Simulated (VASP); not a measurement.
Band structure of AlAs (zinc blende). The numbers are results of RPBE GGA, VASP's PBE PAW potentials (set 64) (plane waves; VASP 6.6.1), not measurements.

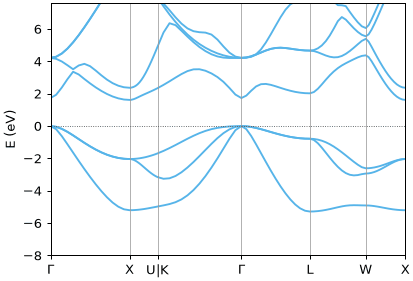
Fig. 1. Bands along high-symmetry lines, zero at the valence-band maximum or, without a gap, the Fermi level

Question: Read the plot: is there a gap, and where are the band edges?

Answer: The gap is indirect, 1.62 eV, from the valence maximum at Γ to the conduction minimum at X. (Edges off the drawn lines would not show.)

Measured: gap 2.28 eV (computed value off by -0.66 eV), as given by Wei Chen et al., Physical Review Materials (2018), doi:10.1103/physrevmaterials.2.073803 [zero-point renormalisation of 0.04 eV added back (the table's ZPR column)].

The compound is AlAs in the zinc blende structure. It was relaxed first, which changed the volume by +6 %.
